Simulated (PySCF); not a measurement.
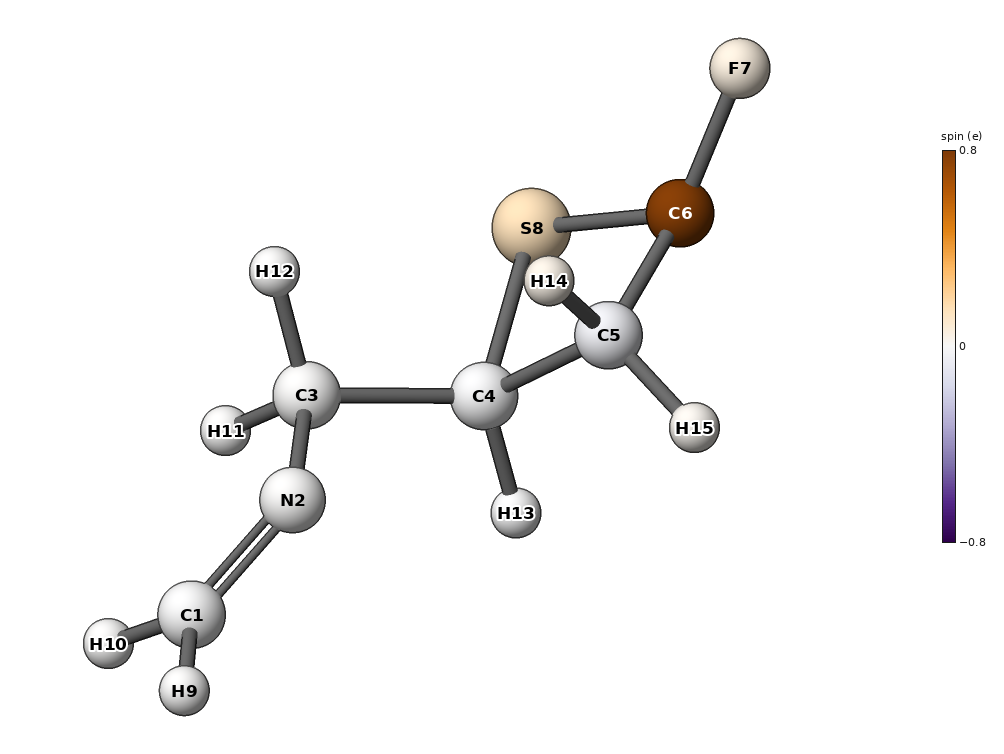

Atoms are coloured by their Mulliken spin populations. Charge 0, doublet. The computed structure is the end point of a GFN2-xTB optimisation. No frequency run is at hand to confirm it as a minimum. Method: UKS B3LYP, pcH-1 on C F H N S, non-relativistic (PySCF 2.14.0).

List the Mulliken spin populations.

```tsv
atom	value (e)
C1	0.00
N2	0.00
C3	0.01
C4	−0.01
C5	−0.04
C6	0.77
F7	0.06
S8	0.14
H9	0.00
H10	0.00
H11	0.00
H12	0.00
H13	0.00
H14	0.04
H15	0.02
```

Mulliken values depend strongly on the basis set.
